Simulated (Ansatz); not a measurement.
# CeO2 (Fm-3m): from the cell to its phonons, part 3 of 3

Wanted: phonon frequencies of CeO2 (Fm-3m) and what follows from them.

Ansatz 0.2.0; DFT PBE+U, scalar-relativistic, plane waves, PAW.

So far. Step 4 (Tight relaxation): The forces vanish by symmetry and the pressure is 0.000 GPa, within the tolerances set. The cell now holds 13.65 Å³/atom. Step 5 (Linear response at the zone centre): Before it was imposed, the acoustic sum rule was missed by 7.1e-5 eV/Å² and the charge sum rule by 6.1e-4 e. Small misses are needed for a sound result but don't prove that mesh and cutoff are converged. The lowest optical mode is real, 259 cm⁻¹. The relaxed cell has a = 5.472 Å (conventional setting).

### 6. Phonons on a q mesh

Stability and thermal properties need the whole zone. Linear response on a 4×4×4 q mesh gives force constants as far as a supercell of that size would, and the tensors from the zone-centre run are typed in so that the long-range dipole term is interpolated apart.

The input, input.yaml:

```yaml
crystal:
  lattice:
    - [0.0, 2.7359315297, 2.7359315297]
    - [2.7359315297, 0.0, 2.7359315297]
    - [2.7359315297, 2.7359315297, 0.0]
  atoms:
    - { symbol: Ce, position: [0.0, 0.0, 0.0] }
    - { symbol: O, position: [0.25, 0.25, 0.25] }
    - { symbol: O, position: [0.75, 0.75, 0.75] }
kpoints:
  mp_grid: { grid: [8, 8, 8] }
hamiltonian:
  xc: pbe
  hubbard: { sites: [{ species: Ce, l: f, u_eff: 5.0 }] }
scf:
  occupations: { method: fixed }
  convergence: { dr2_threshold: 1.0e-10 }
output:
  eigenvalues: true
phonons:
  method: dfpt
  qmesh: [4, 4, 4]
  temperatures: { t_max: 1000, t_step: 50 }
  qpath:
    path:
      - [[0.0, 0.0, 0.0], [0.5, 0.0, 0.5], [0.625, 0.25, 0.625]]
      - [[0.375, 0.375, 0.75], [0.0, 0.0, 0.0], [0.5, 0.5, 0.5], [0.5, 0.25, 0.75], [0.5, 0.0, 0.5]]
    npoints: 10
  non_analytic_term:
    high_frequency_dielectric_tensor: [[6.5083, 0.0, 0.0], [0.0, 6.5083, 0.0], [0.0, 0.0, 6.5083]]
    born_effective_charges:
      - { species: Ce, tensor: [[5.5234, 0.0, 0.0], [0.0, 5.5234, 0.0], [0.0, 0.0, 5.5234]] }
      - { species: O, tensor: [[-2.7617, 0.0, 0.0], [0.0, -2.7617, 0.0], [0.0, 0.0, -2.7617]] }
      - { species: O, tensor: [[-2.7617, 0.0, 0.0], [0.0, -2.7617, 0.0], [0.0, 0.0, -2.7617]] }
    source: "zone-centre run at this cell"
```

Started as:

```
> ansatz run input.yaml --threads 4 --pin off --max-ram 14336MiB --backend cpu --events-out ev --progress --plain --runs-dir out
```

Numbers of over 12 decimals in the logs are rounded to 6 here.

What it wrote:

```text
Warning: phonons: the dynamical matrix that this run interpolates holds no multipole term above the dipole-dipole one, and a site of this crystal is no centre of inversion, so its interpolated transverse optical and acoustic branches and sound speeds can stay off near Gamma, and the density of states and the thermodynamics with them. What a run solves at a wave vector of phonons.qpoints, Gamma apart, where the deck admits one, is free of this, and under fd what a larger phonons.supercell samples
[...]
Crystal: 3 atoms, lattice volume = 40.959 Å³
Basis set: ecut = 420 eV, 821 PW (Γ), exchange–correlation on 54×54×54 points (8 copies of the dense FFT grid, shifted against one another)
Bands: 16, of which v1, the nominal top of the filled ones, is band 12 counted from 1 (11 counted from 0)
Symmetry: 48 space group operations
k-points: 29 of 512
[...]
SCF iter   1: F=—  HF=-7718.141854 eV  |F-HF|=—  |Δ(HF+E_count)|=         —  Δρ=2.15e-1  dr2=1.15e1  ethr=3.10e-3  ⟨swp⟩=3.0  Hψ=2038  notcnv=0  defer=26
[...]
SCF iter  14: F=-7713.871768 eV  HF=-7713.871768 eV  |F-HF|=6.18e-11  |Δ(HF+E_count)|=   2.34e-7  Δρ=3.68e-7  dr2=6.82e-11  ethr=1.00e-12  ⟨swp⟩=11.8  Hψ=4180  notcnv=0
SCF 1 converged in 14 iterations: F = -7713.871768 eV  dr2 = 6.82e-11
[...]
NSCF: frozen V_eff on 29 k-points
[...]
DFPT response loops at q = (0, 0, 0) (fractional): preconditioner auto → none (the input reference at scf.mixing.eps_inf says where Resta's filter doesn't serve); β = 0.50; Anderson in place of MSR1; while a model of the screening serves, it and β = 1 on shorter waves in the place of filter and β
[...]
SCF converged after 14 iterations
Free energy (F): -7713.871768 eV
[...]
Internal energy: -7713.871768 eV  (E = F + TS)
E sigma→0 (E₀):  -7713.871768 eV
Fermi energy:    10.997531 eV
[...]
--- Band table (eV; the first three rows and the last of 29) ---
  k-point 0: bands = [... 8 lower, 7.1311, 10.5868, 10.5868, 10.5868, 13.2916, 13.6774, 13.6774, 13.6774]
  k-point 1: bands = [... 8 lower, 7.5119, 10.4068, 10.4920, 10.4920, 13.3104, 13.6609, 13.6609, 13.6784]
  k-point 2: bands = [... 8 lower, 8.4173, 10.0647, 10.3228, 10.3228, 13.3645, 13.5967, 13.5967, 13.6809]
  k-point 28: bands = [... 8 lower, 9.8987, 9.8987, 10.2812, 10.3929, 13.3585, 13.4807, 13.4807, 13.6966]
Occupation matrices written to <dir>
--- Phonons (Γ-DFPT): 2 representative perturbations + reference (Σ response iterations 19) ---
  ASR residual: 3.924e-4 → 0.000e0 eV/Å²; symmetrization residual: 6.105e-8 eV/Å²
  ASR residual per site (eV/Å²): 3.92e-4 6.59e-5 6.59e-5
  Γ frequencies (cm⁻¹): 0.00 0.00 0.00 258.59 258.59 258.59 430.97 430.97 430.97
--- Phonons (arbitrary-q DFPT): 8 irreducible q on the 4×4×4 mesh ---
  q = [0.0000, 0.0000, 0.0000] (star 1, of the zone-centre solve; hermiticity 1.73e-8, symmetrization 5.80e-13): -0.00 -0.00 0.00 258.59 258.59 258.59 430.97 430.97 430.97
  q = [0.0000, 0.0000, 0.2500] (star 8, 2 solved perturbations in 520 linear systems a pass and spin channel, the states on 120 of 512 k-point pairs; hermiticity 1.21e-8, symmetrization 3.04e-13): 84.44 84.44 141.72 282.26 282.26 409.27 410.19 410.19 521.19
[...]
sum rule: each row above includes the acoustic sum rule's correction from the zone centre's row sums; it moved no ω² by more than (1.06 cm⁻¹)²
  mesh force constants: q→R imaginary residual 3.91e-18; ASR residual 3.924e-4 → 0.000e0 eV/Å²; symmetrization residual 5.329e-15 eV/Å²
  interpolated dispersion: 63 rows × 9 modes
  density of states and harmonic sums: on the 20×20×20 q-mesh, interpolated from the force constants of a 4×4×4 supercell (with the dipole–dipole term of supplied tensors)
  largest difference from the sums on the solved wave vectors: F 1.09e-2 eV, S 1.50e-5 and C_V 3.96e-6 eV/K
  zero-point energy: 0.162544 eV/cell   skipped modes (ω ≤ 0): 3   left out of the sums: 4.17e-5 of the cell's modes: C_V's classical limit lies that fraction below 3 k_B per atom; for a crystal, a wire or a layer, F and S can be off by more, and a phonons.interpolated_qmesh denser along its periods is the remedy for the sampling
```

It took 3.6 min on 4 threads of Arm Neoverse V1, shared host; peak memory 2.3 GiB; 12 min of CPU time.

This step gave:

* sum-rule residual before enforcement: 3.92e-4 eV/Å²
* lowest frequency on the path: 0 cm⁻¹
* highest frequency on the path or at a solved wavevector: 570.0 cm⁻¹
* mean frequency: 291.3 cm⁻¹
* Debye temperature (second moment): 602 K
* logarithmic mean frequency: 253.1 cm⁻¹
* lowest mode on the q mesh (acoustic modes at Γ apart): 78.63 cm⁻¹
* zero-point energy per atom: 54.18 meV
* heat capacity at 300 K: 20.79 J/(mol atoms K)
* vibrational entropy at 300 K: 22.39 J/(mol atoms K)
* edges of the widest gap between branches, on path and mesh: 464.2, 503.9 cm⁻¹

Frequencies (cm⁻¹) solved at each irreducible wavevector; negative means imaginary. Frequencies by wavevector, by row:

| q in reciprocal lattice units | star | mode 1 | mode 2 | mode 3 | mode 4 | mode 5 | mode 6 | mode 7 | mode 8 | mode 9 |
| --- | --- | --- | --- | --- | --- | --- | --- | --- | --- | --- |
| 0 0 0 | 1 | 0 | 0 | 0 | 258.6 | 258.6 | 258.6 | 431 | 431 | 431 |
| 0 0 0.25 | 8 | 84.4 | 84.4 | 141.7 | 282.3 | 282.3 | 409.3 | 410.2 | 410.2 | 521.2 |
| 0 0 -0.5 | 4 | 110.2 | 110.2 | 196.3 | 332.1 | 332.1 | 367.9 | 367.9 | 398 | 503.9 |
| 0 0.25 0.25 | 6 | 78.6 | 78.6 | 187.2 | 239 | 239 | 323.2 | 435.5 | 435.5 | 549.9 |
| 0 0.25 -0.5 | 24 | 114.4 | 144.1 | 194 | 229.5 | 265.1 | 284.5 | 415.4 | 438.1 | 545.9 |
| 0 0.25 -0.25 | 12 | 111.2 | 132 | 182.5 | 214.8 | 337.2 | 344.8 | 356.1 | 447.3 | 531.1 |
| 0 -0.5 -0.5 | 3 | 123.7 | 123.7 | 129.8 | 217.1 | 217.1 | 254 | 437.1 | 437.1 | 570 |
| 0.25 -0.5 -0.25 | 6 | 124.8 | 170.9 | 185.7 | 187.8 | 187.8 | 357.2 | 357.2 | 464.2 | 553.2 |

Interpolated from a 4×4×4 q mesh, with the LO-TO term (at Γ the limit along the path; where Γ stands inside the path, tables give the limit on arrival). Phonon branches along the path, in cm⁻¹:

| point | branch 1 | branch 2 | branch 3 | branch 4 | branch 5 | branch 6 | branch 7 | branch 8 | branch 9 |
| --- | --- | --- | --- | --- | --- | --- | --- | --- | --- |
| Γ | 0 | 0 | 0 | 259 | 259 | 431 | 431 | 431 | 532 |
| X | 124 | 124 | 130 | 217 | 217 | 254 | 437 | 437 | 570 |
| U | 120 | 156 | 159 | 201 | 264 | 273 | 416 | 444 | 556 |
| jump to K | 120 | 156 | 159 | 201 | 264 | 273 | 416 | 444 | 556 |
| Γ | 0 | 0 | 0 | 259 | 259 | 431 | 431 | 431 | 532 |
| L | 110 | 110 | 196 | 332 | 332 | 368 | 368 | 398 | 504 |
| W | 125 | 171 | 186 | 188 | 188 | 357 | 357 | 464 | 553 |
| X | 124 | 124 | 130 | 217 | 217 | 254 | 437 | 437 | 570 |

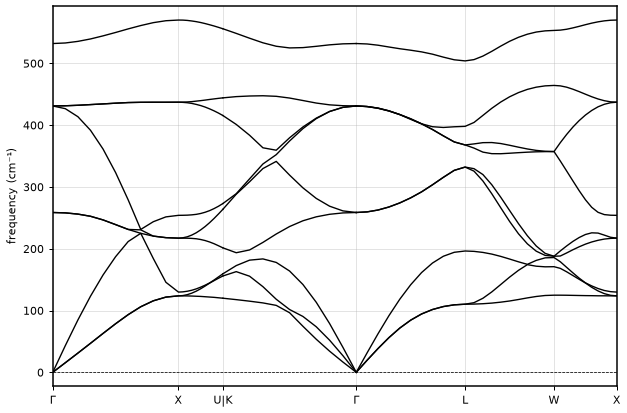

Phonon branches along the path.

The phonon density of states has structure finer than the step of the table below, so its rows give means over 25 cm⁻¹, whole bins alone (the curve runs from 2.5 to 572 cm⁻¹). Peaks (cm⁻¹: height): 112.5: 0.0564, 187.5: 0.0374, 437.5: 0.0409, 527.5: 0.0267.

Tetrahedra on a 20×20×20 mesh, mean over bins of 5 cm-1. Interpolated from a 4×4×4 q mesh. Phonon density of states against wavenumber; means over each step:

| wavenumber (cm⁻¹) | phonon density of states (1/cm⁻¹/cell) |
| --- | --- |
| 25 | 6.5e-4 |
| 50 | 0.00260 |
| 75 | 0.00658 |
| 100 | 0.0233 |
| 125 | 0.0336 |
| 150 | 0.0176 |
| 175 | 0.0234 |
| 200 | 0.0233 |
| 225 | 0.0202 |
| 250 | 0.0215 |
| 275 | 0.0181 |
| 300 | 0.0160 |
| 325 | 0.0152 |
| 350 | 0.0122 |
| 375 | 0.0164 |
| 400 | 0.0163 |
| 425 | 0.0274 |
| 450 | 0.0253 |
| 475 | 4.0e-4 |
| 500 | 8.0e-4 |
| 525 | 0.0178 |
| 550 | 0.0195 |

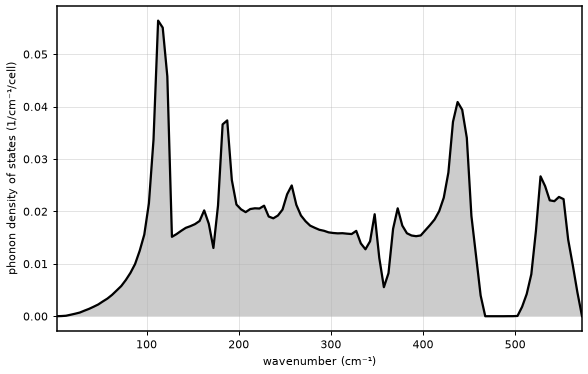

Phonon density of states, plotted against wavenumber.

The partial phonon density of states has structure finer than the step of the table below, so its rows give means over 25 cm⁻¹, whole bins alone (the curve runs from -10 to 597 cm⁻¹). Peaks (cm⁻¹: height): Ce 115.9: 0.0498, 184.6: 0.0253; O 260.9: 0.0188, 436.5: 0.0388, 531.9: 0.0223.

Phonopy on the run's constants, 17x17x17 mesh, Gaussian sigma 4.3 cm-1. Interpolated from a 4×4×4 q mesh. Table of partial phonon density of states by wavenumber; means over each step; values in 1/cm⁻¹/cell:

| wavenumber (cm⁻¹) | Ce | O |
| --- | --- | --- |
| 25 | 5.9e-4 | 1.2e-4 |
| 50 | 0.00225 | 4.2e-4 |
| 75 | 0.00578 | 8.2e-4 |
| 100 | 0.0225 | 0.00140 |
| 125 | 0.0313 | 0.00153 |
| 150 | 0.0133 | 0.00416 |
| 175 | 0.0165 | 0.00653 |
| 200 | 0.0136 | 0.0105 |
| 225 | 0.00464 | 0.0154 |
| 250 | 0.00364 | 0.0176 |
| 275 | 0.00194 | 0.0161 |
| 300 | 8.9e-4 | 0.0151 |
| 325 | 4.9e-4 | 0.0145 |
| 350 | 3.2e-4 | 0.0130 |
| 375 | 1.1e-4 | 0.0153 |
| 400 | 1.1e-4 | 0.0163 |
| 425 | 2.2e-4 | 0.0272 |
| 450 | 2.2e-4 | 0.0247 |
| 475 | 2.4e-6 | 8.6e-4 |
| 500 | 2.2e-5 | 0.00106 |
| 525 | 0.00105 | 0.0163 |
| 550 | 4.4e-4 | 0.0188 |
| 575 | 1.4e-5 | 0.00228 |

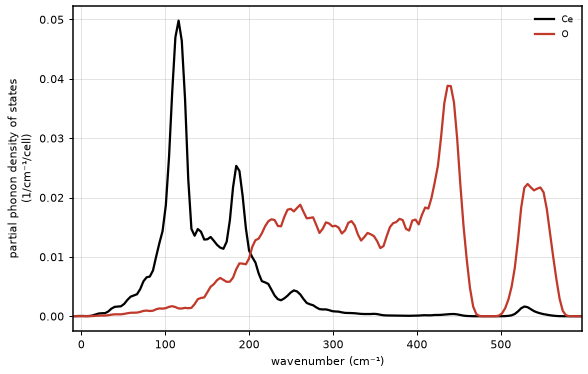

Partial phonon density of states against wavenumber.

Harmonic thermodynamic functions per atom, from the density of states. Interpolated from a 4×4×4 q mesh. Thermodynamic functions, by row:

| T (K) | F_vib (meV/atom) | S (J/mol-atom/K) | C_V (J/mol-atom/K) |
| --- | --- | --- | --- |
| 0 | 54.18 | 0 | 0 |
| 50 | 54.01 | 1.259 | 3.193 |
| 100 | 52.35 | 5.387 | 9.285 |
| 200 | 41.91 | 14.62 | 17.27 |
| 300 | 22.59 | 22.39 | 20.79 |
| 400 | -3.96 | 28.62 | 22.42 |
| 500 | -36.34 | 33.72 | 23.26 |
| 600 | -73.57 | 38.01 | 23.75 |
| 700 | -114.9 | 41.69 | 24.05 |
| 800 | -159.8 | 44.92 | 24.26 |
| 900 | -207.9 | 47.78 | 24.4 |
| 1000 | -258.8 | 50.36 | 24.5 |

Harmonic mean-square displacement, third of the trace. Interpolated from a 4×4×4 q mesh. Mean square displacements, by row:

| T (K) | Ce1 U_eq (Å²) | O2 U_eq (Å²) | O3 U_eq (Å²) |
| --- | --- | --- | --- |
| 0 | 9.20e-4 | 0.00338 | 0.00338 |
| 100 | 0.00146 | 0.0038 | 0.0038 |
| 300 | 0.00369 | 0.00667 | 0.00667 |
| 600 | 0.00724 | 0.01216 | 0.01216 |

Symmetry leaves 8 wavevectors to solve. The lowest mode among them, the acoustic zeros apart, lies at q = (0, 0.25, 0.25) and is real, 78.6 cm⁻¹.

### 7. What came out

* space group after relaxation (within 0.01 Å): Fm-3m
* volume per atom: 13.7 Å³
* gap on the k-mesh: 2.27 eV
* highest optical mode at the zone centre (no LO-TO term): 431 cm⁻¹
* top of the zone-centre spectrum with the field: 532 cm⁻¹
* lowest optical zone-centre mode: 259 cm⁻¹
* mean high-frequency dielectric constant: 6.51
* mean static dielectric constant: 27.5
* largest Born charge (third of the trace): 5.52 e
* lowest mode on the q mesh (acoustic modes at Γ apart): 78.6 cm⁻¹
* highest frequency on the path or at a solved wavevector: 570 cm⁻¹
* zero-point energy per atom: 54.2 meV
* heat capacity at 300 K: 20.8 J/(mol atoms K)
* vibrational entropy at 300 K: 22.4 J/(mol atoms K)
* Debye temperature (second moment): 602 K
* imaginary modes on the 4×4×4 q mesh: none

In words: The structure is a minimum as far as tested: no mode is imaginary at the 8 irreducible wavevectors of the 4×4×4 mesh, and the softest away from the acoustic zeros lies at 79 cm⁻¹. Without the field, the optical modes at Γ span 259 to 431 cm⁻¹. The highest mode in this list at Γ, 431.0 cm⁻¹, is mostly motion of O (100 % of the kinetic energy). With the macroscopic field of the longitudinal modes the top of the zone-centre spectrum lies at 532 cm⁻¹, against 431 cm⁻¹ without it. Lattice motion raises the mean dielectric constant from 6.508 to 27.55. The strongest infrared line is at 259 cm⁻¹. On the path and the mesh, the widest gap between branches runs from 464 to 504 cm⁻¹. The program warns that the interpolation holds no quadrupole term, so branches close to Γ can be off in this crystal. Spin-orbit coupling is left out, which can matter for the heavy elements here. These are harmonic frequencies at zero temperature: anharmonic shifts, linewidths and thermal expansion are left out.

Computed beside measured:

| quantity | measured | PBE+U, PAW |
| --- | --- | --- |
| lattice constant a (Å) | 5.41168 | 5.472 (+1.1 %) |
| Raman mode, F2g (cm⁻¹) | 465 | 431 (-7.3 %) |

Measured values from pmc:5294393 (2017) and arxiv:1205.3334 (2012).

Verdict: The lattice constant a is off by +1.1 %: fair agreement. The Raman mode is off by -7.3 %: a clear miss. The grades are ours: good and fair within 0.7 and 1.5 % for the lattice constant a and 3 and 7 % for the Raman mode. For lattice constants and Raman mode the calculation has a static lattice, without zero-point motion or thermal expansion (measured at up to 300 K). As a rule both would widen the computed cell, so the excess over experiment is if anything larger than shown.

[Logs are printed without paths, hosts, clocks, repeated set-up lines and the standing remarks that a program may print on its own settings, such as how far it seeks lower states.]

[Hosts, paths, dates, database ids (printed as entryN), source tags and the programs' standing remarks are cut or masked in the printed files.]
